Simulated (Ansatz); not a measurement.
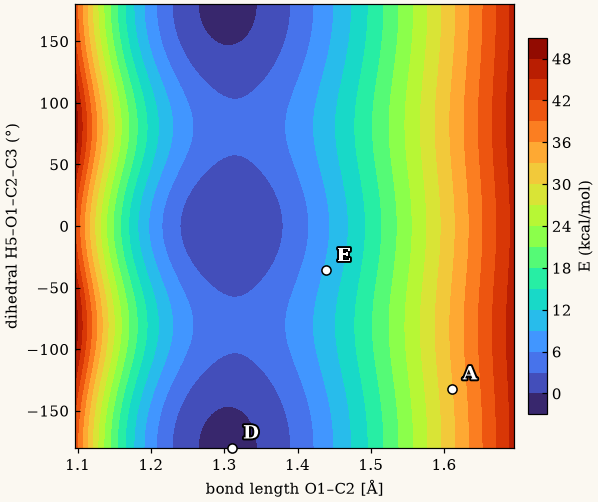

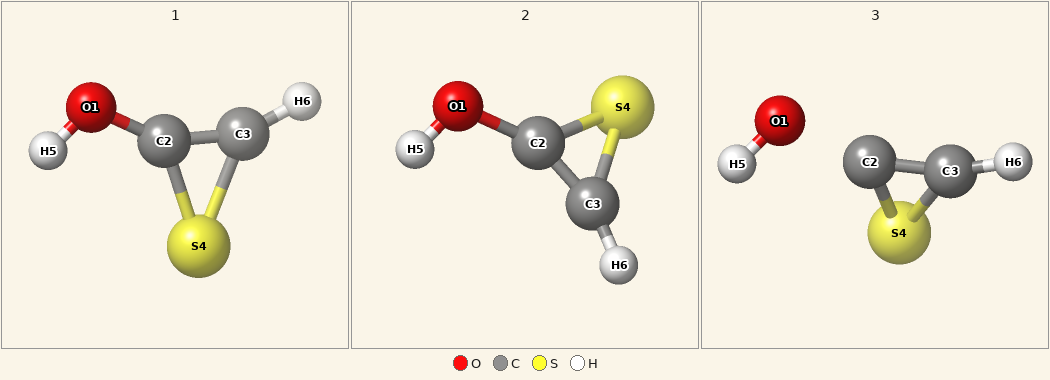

C₂H₂OS, SMILES OC1=CS1. The first coordinate is: bond length O1–C2; the second: dihedral H5–O1–C2–C3. Nothing is relaxed (all other coordinates rigid). The grid has 15 × 15 points; 125 points were computed and 100 follow by symmetry. Points are written as (first, second). Energies are in kcal/mol, from the relaxed molecule at the same level. Level of theory: RHF/def2-TZVP (Ansatz).

Drawn: filled contours, lettered points. Between grid points the surface is interpolated. The numbered pictures are the structures at these points, in random order.

Question: Which structure belongs to which point?

Answer: A is structure 3: (1.611 Å, −132°), 32.8 kcal/mol; D is structure 1: (1.311 Å, −180°), −1.0 kcal/mol; E is structure 2: (1.439 Å, −36°), 9.4 kcal/mol.
